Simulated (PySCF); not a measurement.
# singlet [BH2TeO2]−: levels of theory compared

Aim: a comparison of 4 runs (M06-L/def2-SVPD, TPSS/def2-SVPD, r2SCAN/def2-SVPD, revPBE/def2-SVPD) of singlet [BH2TeO2]−. The job is set up through a Python script.

Program for the calculation: PySCF 2.14.0.

### 1 The system as given

The species is [BH2TeO2]− (6 atoms), meant as a singlet with charge -1. SMILES of the parent species: `OB(O)[Te]`. Geometry: relaxed at PBE0-D4/def2-TZVP. This is one conformer, not always the lowest. That shape belongs to the parent species and isn't relaxed for this state.

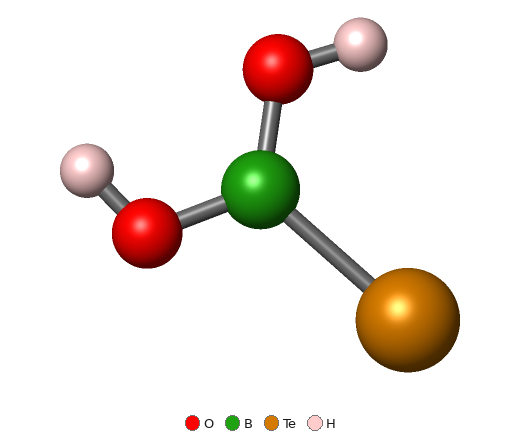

Viewed from a chosen angle; oxygen red, boron green, tellurium orange, hydrogen pink.

### 2 A single-point energy at M06-L/def2-SVPD (core potential) (run 1)

Contents of input.py:

```python
from pyscf import gto, dft

mol = gto.M(
    atom='''
O      0.232058     2.172807     0.034393
B     -0.102612    -0.371331    -0.153635
O      0.868140    -1.915426     1.638393
Te    -2.162036    -2.165437    -3.246927
H     -0.504746     3.152630    -1.298620
H      1.748564    -0.994374     2.939280
''',
    max_memory=1860,
    verbose=3,
    unit='bohr',
    basis='def2-svpd',
    ecp={'Te': 'def2-svp'},
    charge=-1,
)

myscf = dft.RKS(mol, xc='m06-l')
myscf.grids.level = 5
myscf.conv_tol = 1e-10
myscf.kernel()
if not myscf.converged:
    myscf = myscf.newton().run(myscf.mo_coeff, myscf.mo_occ)

e_tot = myscf.e_tot
print('Final energy', e_tot)
```

On the command line:

```bash
$ OMP_NUM_THREADS=1 python input.py
```

What it wrote:

```text
converged SCF energy = -444.717002268122
Final energy -444.7170022681216
```

It took 39 s on 1 thread of Intel Xeon Platinum 8559C (Emerald Rapids), shared host; peak memory 0.7 GiB.

### 3 A single-point energy at TPSS/def2-SVPD (core potential) (run 2)

Contents of job.py:

```python
from pyscf import gto, dft

molecule = gto.M(
    atom='''
O        0.122800       1.149800       0.018200
B       -0.054300      -0.196500      -0.081300
O        0.459400      -1.013600       0.867000
Te      -1.144100      -1.145900      -1.718200
H       -0.267100       1.668300      -0.687200
H        0.925300      -0.526200       1.555400
''',
    max_memory=1860,
    basis='def2-svpd',
    verbose=3,
    ecp={'Te': 'def2-svp'},
    charge=-1,
)

mf = dft.RKS(molecule, xc='tpss')
mf.conv_tol = 1e-10
mf.grids.level = 5
mf.kernel()
if not mf.converged:
    mf = mf.newton().run(mf.mo_coeff, mf.mo_occ)

etot = mf.e_tot
print(f'total energy: {etot:.8f} hartree')
```

On the command line:

```bash
$ OMP_NUM_THREADS=1 python job.py
```

What it wrote:

```text
converged SCF energy = -444.499477015923
total energy: -444.49947702 hartree
```

It took 38 s on 1 thread of Intel Xeon Platinum 8559C (Emerald Rapids), shared host; peak memory 0.7 GiB.

Run 3 isn't shown in full; the table further down has it.

### 4 The energy at revPBE/def2-SVPD (core potential) (run 4)

Contents of calc.py:

```python
from pyscf import gto, dft

mol = gto.Mole()
mol.atom = '''
O    0.122800   1.149800   0.018200
B   -0.054300  -0.196500  -0.081300
O    0.459400  -1.013600   0.867000
Te  -1.144100  -1.145900  -1.718200
H   -0.267100   1.668300  -0.687200
H    0.925300  -0.526200   1.555400
'''
mol.ecp = {'Te': 'def2-svp'}
mol.spin = 0
mol.basis = 'def2-svpd'
mol.max_memory = 1860
mol.verbose = 4
mol.charge = -1
mol.build()

calc0 = dft.RKS(mol, xc='revpbe')
calc0.conv_tol = 1e-10
calc0.grids.level = 5
calc0.kernel()
if not calc0.converged:
    calc0 = calc0.newton().run(calc0.mo_coeff, calc0.mo_occ)

e_tot = calc0.e_tot
print('Final energy', e_tot)
```

On the command line:

```bash
$ OMP_NUM_THREADS=1 python calc.py
```

What it wrote:

```text
PySCF version 2.14.0

[... 84 lines left out ...]
converged SCF energy = -444.571887755277
Final energy -444.5718877552773
```

Wall time 24 s (1 thread of Intel Xeon Platinum 8559C (Emerald Rapids), shared host); peak memory 0.64 GiB.

### 5 The series

```csv
run,level,energy (Eh),HOMO energy (eV),LUMO energy (eV),HOMO–LUMO gap (eV),wall time
1,M06-L/def2-SVPD (core potential),-444.717002,0.69,3.48,2.80,39 s
2,TPSS/def2-SVPD (core potential),-444.499477,0.49,2.95,2.46,38 s
3,r2SCAN/def2-SVPD (core potential),-444.599067,0.38,3.40,3.01,36 s
4,revPBE/def2-SVPD (core potential),-444.571888,0.56,2.78,2.22,24 s
```

### 6 Results

```
                                                    quantity          value
                                         run 4: total energy  -444.57189 Eh
                                          run 4: HOMO energy        0.56 eV
                                          run 4: LUMO energy        2.78 eV
run 4: HOMO–LUMO gap (to an unbound level, set by the basis)        2.22 eV
```

**Reading.** The HOMO–LUMO gap runs from 2.22 eV (revPBE/def2-SVPD) to 3.01 eV (r2SCAN/def2-SVPD). The empty levels of an anion lie above zero and hang on the basis. Totals of different functionals can't be ranked against each other. In runs 1, 2, 3, 4 the HOMO lies above zero, so the outermost electron may be held by the basis alone. All runs together took 2.3 min, the longest 39 s.
